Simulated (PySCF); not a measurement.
System: C$_{4}$H$_{12}$AlN.

```xyz
18

C     1.8009   -0.8244   -1.2709
C     1.2293   -0.1221   -0.2922
C     2.0490    0.3120    0.8950
Al   -0.7032    0.2984   -0.6547
C    -1.6930    1.7392    0.3147
N    -1.5555   -1.3938    0.2436
H     2.8435   -1.1239   -1.2846
H     1.2137   -1.1268   -2.1310
H     1.6539   -0.1354    1.8086
H     3.0993    0.0323    0.7953
H     1.9811    1.3937    1.0114
H    -1.1542   -0.1242   -2.0922
H    -1.3455    2.7373    0.0253
H    -2.7698    1.7337    0.1060
H    -1.5945    1.7009    1.4067
H    -1.4326   -1.4404    1.2509
H    -1.0843   -2.1895   -0.1763
H    -2.5468   -1.4607    0.0327
```

Geometry: GFN2-xTB.

These are results of PBE0/pcSseg-1, SCF density, gas phase, non-relativistic in PySCF 2.14.0, not measurements.

Q: Predict the electron density and electron localisation function between the atoms.

A: C–C (1.33 Å): the density is about 2.3 e/Å³ at the midpoint; the ELF peaks at about 0.90 between the atoms; a multiple bond.
C–Al (2.01 Å): the density is about 0.66 e/Å³ at the midpoint; the ELF peaks at about 0.95 between the atoms, as expected for a polar covalent bond.
C–C (1.51 Å): ρ is about 1.7 e/Å³ halfway; the ELF peaks at about 0.95 between the atoms: a shared electron pair.
C–H (1.08 Å): the density is about 2 e/Å³ at the midpoint; the ELF climbs to about 1 towards the hydrogen, as it does in any bond to H: an ordinary covalent bond to hydrogen.

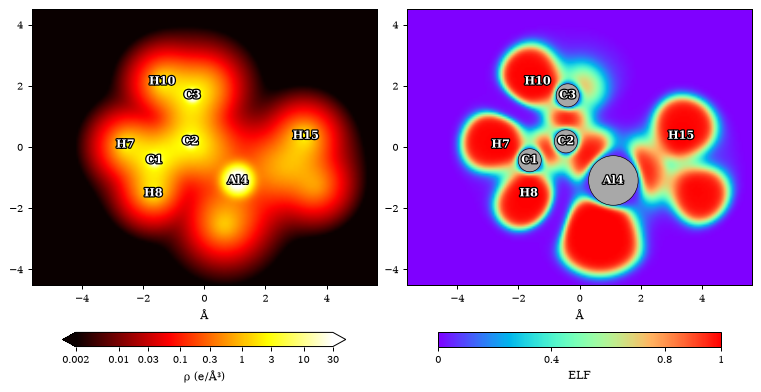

Computed electron density and electron localisation function on the plane of atoms C2, C1 and H7, in this order. Grey discs cover the atomic cores in the ELF map. 
